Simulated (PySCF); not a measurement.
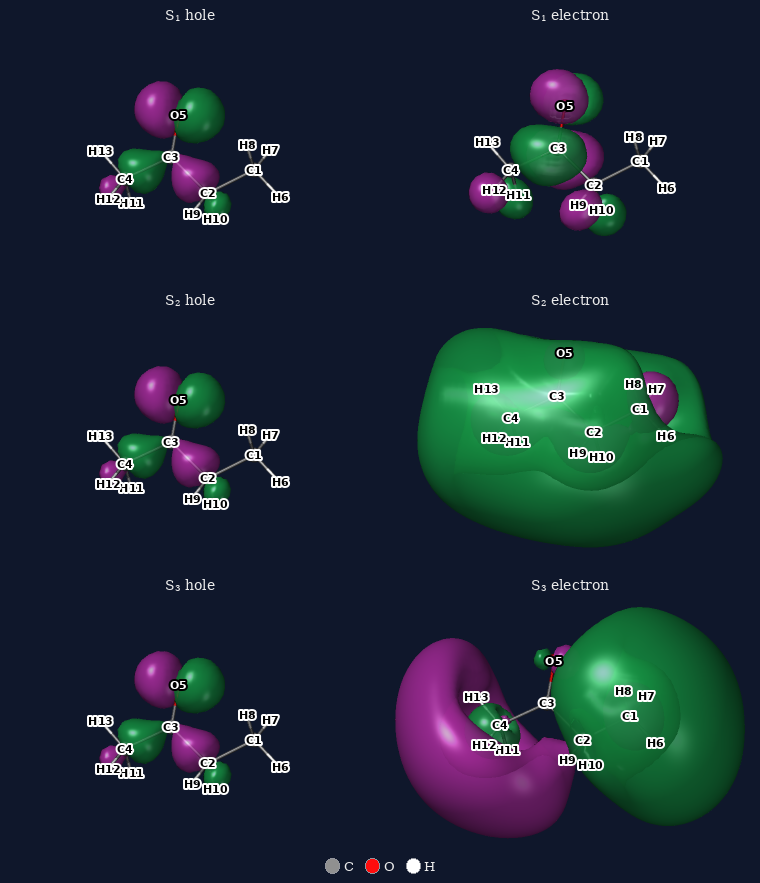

C₄H₈O, SMILES `CCC(C)=O`. Leading natural transition orbitals (TDA singlet states).

Computed with PySCF, PBE/def2-SVPD, geometry: GFN2-xTB. No frequency check shows the geometry to be a minimum.

Geometry (Å), atoms numbered from 1:

```
C1       1.9962   -0.0232    0.0009
C2       0.6654   -0.7629   -0.0011
C3      -0.5196    0.1821   -0.0001
C4      -1.8639   -0.5080    0.0016
O5      -0.4048    1.3799   -0.0006
H6       2.8250   -0.7266    0.0001
H7       2.0726    0.6129   -0.8771
H8       2.0718    0.6102    0.8810
H9       0.5862   -1.4080    0.8778
H10      0.5870   -1.4053   -0.8814
H11     -1.9553   -1.1387   -0.8830
H12     -1.9561   -1.1414    0.8778
H13     -2.6619    0.2295    0.0016
```

Describe these excited states.

By state:
- S₁: 4.36 eV (285 nm), f = 0.000 (dark), n → π*; the leading pair carries 100 %; hole on O5 (62 %), C3 (11 %) and C2 and C4 (10 % each), electron on C3 (40 %), O5 (32 %) and C2 and C4 (6 % each); their centroids lie 0.6 Å apart.
- S₂: 5.56 eV (223 nm), f = 0.017, n → diffuse (Rydberg-like) orbital; the leading pair carries 100 %; hole on O5 (62 %), C3 (11 %) and C2 and C4 (10 % each), electron on H9 and H10 (14 % each), H11 and H12 (12 % each) and C2 and C4 (9 % each) (atom shares of so diffuse an orbital are rough); their centroids lie 1.8 Å apart.
- S₃: 6.37 eV (195 nm), f = 0.004, n → diffuse (Rydberg-like) orbital; the leading pair carries 99 %; hole on O5 (61 %), C3 (11 %) and C2 and C4 (10 % each), electron on H6 (16 %), H7 and H8 (12 % each) and C1 (11 %) (atom shares of so diffuse an orbital are rough); their centroids lie 1.7 Å apart.
